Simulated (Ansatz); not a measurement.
# Ge₂ (singlet): one geometry, many settings

Aim: run Ge₂ (singlet) at one geometry under a spread of methods and options, and see what each costs and gives.

Computed with Ansatz 0.2.0, Gaussian basis. Level: the settings change from run to run.

18 further runs of the same task are left out: 9 that didn't finish, 9 set aside as unsound or not needed.

### 1 What is computed

The geometry is a PBE0/def2-TZVP stationary point (not a proven minimum) of the parent state, kept for this charge and spin. No spin-orbit coupling is included. The filled d shell of Ge may be among the frozen orbitals whatever the setting's name suggests; the logs give the count.

2 atoms, charge 0, spin multiplicity 1.

Atoms are counted from 1 here; the program's logs count them from 0.

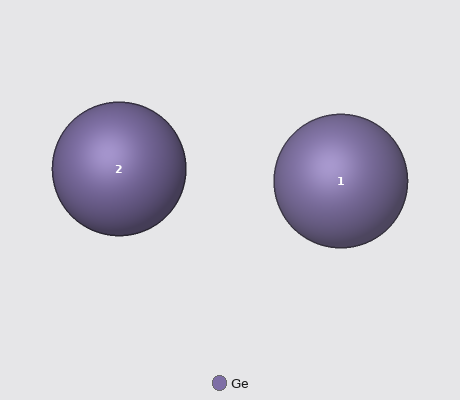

The structure; germanium purple; atoms are numbered from 1 in the order of the file.

Coordinates:

```xyz
2
Ge2
Ge    0.00000    0.00000    0.00000
Ge    0.00000    0.00000    2.38310
```

### 2 BCCD(T)/cc-pVTZ

File in.yaml:

```yaml
crystal:
  periodic: [false, false, false]
  atoms:
    - {symbol: Ge, position_ang: [0.000000, 0.000000, 0.000000]}
    - {symbol: Ge, position_ang: [0.000000, 0.000000, 2.383102]}
basis:
  gaussian: {orbitals: cc-pVTZ}
magnetization: {spin_polarized: false}
hamiltonian: {xc: {name: B3LYP}}
correlation: {method: bccd_t, electrons: outside_noble_gas}
output: {forces: true}
```

Launch:

```
> ansatz run in.yaml --threads 1 --pin off --events-out ev --progress --plain --max-ram 2393MiB
```

Log, cut to the lines that bear on the results:

```text
Functional definition: B3LYP
  name "B3LYP"
  cite "Stephens, Devlin, Chabalowski & Frisch, J. Phys. Chem. 98, 11623 (1994) doi:10.1021/j100096a001"
  cite "Becke, Phys. Rev. A 38, 3098 (1988) doi:10.1103/PhysRevA.38.3098"
  cite "Lee, Yang & Parr, Phys. Rev. B 37, 785 (1988) doi:10.1103/PhysRevB.37.785"
  cite "Vosko, Wilk & Nusair, Can. J. Phys. 58, 1200 (1980) doi:10.1139/p80-159"
[...]
577 factors; integrals over basis functions are off by at most 1.0e-3 eV
[...]
mean field -113038.59712912 eV, -4154.0918241820 hartree, gradient 3.4e-7 eV, S^2 0.000000; 9 other end points of the search recorded, 0 dependent functions left out; unrestricted orbitals would lower it
[...]
unrestricted determinant -112947.96508739 eV, -4150.7611580812 hartree, S^2 1.0171
28 core orbitals not correlated: weight in the atoms' cores, before any rotation towards them, 0.999 or more for the frozen orbitals, at most 0.000 for the correlated occupied ones
reference -112946.34979208 eV, -4150.7017970735 hartree; 4, 4 occupied and 54, 54 virtual orbitals, 577 factors
second order -4.60225204 eV of doubles, -0.25861574 eV of singles
cycle   1  -5.19919158 eV  change   -3.5e-1 eV  update   8.2e-2
[...]
cycle  19  -5.49580717 eV  change    2.5e-7 eV  update   1.9e-7
perturbative correction -0.31521663 eV, -0.0115839975 hartree
[...]
Total energy: -112952.16081588 eV, -4150.9153482592 hartree
Atom 0 at     0.000000     0.000000     0.000000 Å, force     0.000000    -0.000000    -0.756860 eV/Å
Atom 1 at     0.000000     0.000000     2.383102 Å, force     0.000000    -0.000000     0.756860 eV/Å
Dipole moment:    -0.000000     0.000000     0.000000 e Å
```

It took 39 s on 1 thread of Intel Xeon at 2.50GHz, shared host.

From the report: correlation -5.8110 eV; largest double amplitude 0.16.

### 3 HF/cc-pVTZ

Changes to in.yaml since step 2:

```diff
@@ -8,4 +8,4 @@
 magnetization: {spin_polarized: false}
-hamiltonian: {xc: {name: B3LYP}}
-correlation: {method: bccd_t, electrons: outside_noble_gas}
-output: {forces: true}
+hamiltonian: {xc: hf}
+scf: {lower_state_search: light}
+output: {orbitals: {seedname: orbitals}}
```

Same command.

Log:

```text
Functional definition: HF
  name "HF"
  cite "Fock, Z. Phys. 61, 126 (1930) doi:10.1007/BF01340294"
  parent pbe
  exchange = exact_x
  correlation = 0
577 factors; integrals over basis functions are off by at most 1.0e-3 eV
mean field evaluation 1: about -112945.3183 eV, gradient 7.5e0 eV
mean field evaluation 2: about -112945.3571 eV, gradient 7.5e0 eV
mean field evaluation 4: about -112945.6448 eV, gradient 7.4e-1 eV
mean field evaluation 8: about -112945.6504 eV, gradient 2.9e-2 eV
mean field evaluation 16: about -112945.6504 eV, gradient 1.5e-4 eV
mean field evaluation 32: about -112945.3182 eV, gradient 7.5e0 eV
mean field evaluation 64: about -112947.1008 eV, gradient 2.1e0 eV
mean field -112947.13324886 eV, -4150.7305885789 hartree, gradient 1.0e-5 eV, S^2 0.000000; 2 other end points of the search recorded, 0 dependent functions left out
reference -112947.13324886 eV, -4150.7305885789 hartree; 32, 32 occupied and 54, 54 virtual orbitals, 577 factors
Total energy: -112947.13324886 eV, -4150.7305885789 hartree
```

It took 8 s on 1 thread of Intel Xeon at 2.50GHz, shared host.

### 4 BCCD/def2-SVPD

File in.yaml:

```yaml
crystal:
  periodic: [false, false, false]
  atoms:
    - {symbol: Ge, position_ang: [0.000000, 0.000000, 0.000000]}
    - {symbol: Ge, position_ang: [0.000000, 0.000000, 2.383102]}
basis:
  gaussian: {orbitals: def2-SVPD}
magnetization: {spin_polarized: true, initial_magnetization: 0}
hamiltonian: {xc: {name: PBE}}
correlation: {method: bccd, electrons: outside_noble_gas}
```

Same command.

Log, cut to the lines that bear on the results:

```text
Functional definition: PBE
  name "PBE"
  cite "Perdew, Burke & Ernzerhof, Phys. Rev. Lett. 77, 3865 (1996) doi:10.1103/PhysRevLett.77.3865"
  parent pbe
[...]
732 factors; integrals over basis functions are off by at most 5.6e-4 eV
[...]
mean field -113003.28159044 eV, -4152.7940020733 hartree, gradient 2.6e-6 eV, S^2 1.003674; 20 other end points of the search recorded, 0 dependent functions left out
28 core orbitals not correlated: weight in the atoms' cores, before any rotation towards them, 0.999 or more for the frozen orbitals, at most 0.000 for the correlated occupied ones
reference -112930.55037970 eV, -4150.1211793775 hartree; 4, 4 occupied and 44, 44 virtual orbitals, 732 factors
second order -3.65676892 eV of doubles, -0.26450427 eV of singles
cycle   1  -4.31490632 eV  change   -4.0e-1 eV  update   6.9e-2
[...]
cycle  12  -4.53816637 eV  change    1.4e-6 eV  update   3.6e-6
WARN: the results are in doubt because among natural orbitals full CI differs from the method by +0.311 eV
Total energy: -112935.08854606 eV, -4150.2879539154 hartree
In doubt: among natural orbitals full CI differs from the method by +0.311 eV
```

Wall time 58 s (1 thread of Intel Xeon at 2.50GHz, shared host).

From the report: ⟨S²⟩ of the determinant 1.004 (pure singlet: 0.00); correlation -4.5382 eV; largest double amplitude 0.12. The determinant is far from a pure spin state, so its energy mixes those of several spin states (harmless only where they are near-degenerate, as at dissociation). Mind the lines of doubt at the end of the log.

### 5 BCCD(T) on RHF/cc-pVTZ

File in.yaml:

```yaml
crystal:
  periodic: [false, false, false]
  atoms:
    - {symbol: Ge, position_ang: [0.000000, 0.000000, 0.000000]}
    - {symbol: Ge, position_ang: [0.000000, 0.000000, 2.383102]}
basis:
  gaussian: {orbitals: cc-pVTZ}
magnetization: {spin_polarized: false}
correlation: {method: bccd_t, electrons: outside_noble_gas}
accuracy: high
output: {forces: true}
```

Same command.

Log, cut to the lines that bear on the results:

```text
Functional definition: HF
  name "HF"
  cite "Fock, Z. Phys. 61, 126 (1930) doi:10.1007/BF01340294"
  parent pbe
[...]
1127 factors; integrals over basis functions are off by at most 4.1e-9 eV
[...]
mean field -112947.13325647 eV, -4150.7305888585 hartree, gradient 1.2e-8 eV, S^2 0.000000; 9 other end points of the search recorded, 0 dependent functions left out; unrestricted orbitals would lower it
determinant -112947.13325647 eV, -4150.7305888585 hartree, with singles and doubles -112952.39921479 eV, -4150.9241092576 hartree
determinant -112945.65045443 eV, -4150.6760968888 hartree, with singles and doubles -112951.76862110 eV, -4150.9009353668 hartree
28 core orbitals not correlated: weight in the atoms' cores, before any rotation towards them, 1.000 or more for the frozen orbitals, at most 0.000 for the correlated occupied ones
reference -112947.13325647 eV, -4150.7305888585 hartree; 4, 4 occupied and 54, 54 virtual orbitals, 1127 factors
second order -4.34656374 eV of doubles, -0.00000000 eV of singles
cycle   1  -5.15843471 eV  change   -2.0e-1 eV  update   2.3e-2
[...]
cycle  27  -5.16747732 eV  change  -7.4e-11 eV  update  6.9e-10
perturbative correction -0.31436412 eV, -0.0115526682 hartree
[...]
Total energy: -112952.61509790 eV, -4150.9320428156 hartree
Atom 0 at     0.000000     0.000000     0.000000 Å, force    -0.000000     0.000000    -0.741150 eV/Å
Atom 1 at     0.000000     0.000000     2.383102 Å, force     0.000000    -0.000000     0.741150 eV/Å
Dipole moment:    -0.000000     0.000000     0.000000 e Å
```

Wall time 49 s (1 thread of Intel Xeon at 2.50GHz, shared host); peak memory 0.39 GiB.

From the report: correlation -5.4818 eV; largest double amplitude 0.16.

### 6 CCSD(T)/cc-pVDZ

File in.yaml:

```yaml
crystal:
  periodic: [false, false, false]
  atoms:
    - {symbol: Ge, position_ang: [0.000000, 0.000000, 0.000000]}
    - {symbol: Ge, position_ang: [0.000000, 0.000000, 2.383102]}
basis:
  gaussian: {orbitals: cc-pVDZ, point_charges: [{charge: -1.00, position_ang: [2.786, 0.000, -0.749]}]}
magnetization: {spin_polarized: true, initial_magnetization: 0}
hamiltonian: {xc: {name: PBE0}, pseudopotentials: {relativity: scalar}}
correlation: {method: ccsd_t, electrons: outside_noble_gas}
output: {forces: true}
```

Launched as before.

Log, cut to the lines that bear on the results:

```text
Functional definition: PBE0
  name "PBE0"
  cite "Adamo & Barone, J. Chem. Phys. 110, 6158 (1999) doi:10.1063/1.478522"
  cite "Perdew, Burke & Ernzerhof, Phys. Rev. Lett. 77, 3865 (1996) doi:10.1103/PhysRevLett.77.3865"
  parent pbe
[...]
659 factors; integrals over basis functions are off by at most 6.7e-4 eV
[...]
mean field -113950.81907870 eV, -4187.6153625030 hartree, gradient 1.6e-7 eV, S^2 0.919379; 12 other end points of the search recorded, 0 dependent functions left out
28 core orbitals not correlated: weight in the atoms' cores, before any rotation towards them, 1.000 or more for the frozen orbitals, at most 0.000 for the correlated occupied ones
reference -113876.03885126 eV, -4184.8672398324 hartree; 4, 4 occupied and 22, 22 virtual orbitals, 659 factors
second order -3.43995086 eV of doubles, -0.15799231 eV of singles
cycle   1  -3.99364064 eV  change   -4.0e-1 eV  update   7.2e-2
[...]
cycle  33  -4.21424699 eV  change   -6.9e-9 eV  update   3.1e-8
perturbative correction -0.21134139 eV, -0.0077666528 hartree
WARN: the results are in doubt because among natural orbitals full CI differs from the method by +0.118 eV
[...]
Total energy: -113880.46443964 eV, -4185.0298772055 hartree
Relativity: scalar
Atom 0 at     0.000000     0.000000     0.000000 Å, force     0.958768     0.000000    -0.709276 eV/Å
Atom 1 at     0.000000     0.000000     2.383102 Å, force     0.029585    -0.000000     0.418257 eV/Å
Dipole moment:     0.448194    -0.000000    -0.634441 e Å
In doubt: among natural orbitals full CI differs from the method by +0.118 eV
```

Run time: 47 s. Hardware: 1 thread of Intel Xeon at 2.50GHz, shared host.

From the report: ⟨S²⟩ of the determinant 0.919 (pure singlet: 0.00); correlation -4.4256 eV; T1 0.029; largest double amplitude 0.07. The determinant is far from a pure spin state, so its energy mixes those of several spin states (harmless only where they are near-degenerate, as at dissociation). The orbitals are Kohn-Sham ones, so correlation energy and T1 don't compare with those on Hartree-Fock orbitals. Mind the lines of doubt at the end of the log.

### 7 The runs in one table

 † marks a result that the program doubts.

```tsv
level	correlated	functions	energy (eV)	time
BCCD(T)/cc-pVTZ (on B3LYP orbitals)	outside noble gas	86	-112952.1608	39 s
HF/cc-pVTZ		86	-112947.1332	8 s
BCCD/def2-SVPD (on PBE orbitals) †	outside noble gas	76	-112935.0885	58 s
BCCD(T) on RHF/cc-pVTZ	outside noble gas	86	-112952.6151	49 s
CCSD(T)/cc-pVDZ (beside a point charge, on PBE0 orbitals, relativity set) †	outside noble gas	54	-113880.4644	47 s
```

### 8 Summary of results

```
quantity                                     value
    runs                                         5
quickest                           HF/cc-pVTZ, 8 s
 slowest  BCCD/def2-SVPD (on PBE orbitals) †, 58 s
```

In words: Total energies in different bases, with other cores or another treatment of relativity can't be set against each other. BCCD/def2-SVPD (on PBE orbitals) † took 7 times as long as HF/cc-pVTZ; the jobs differ in more than the method.
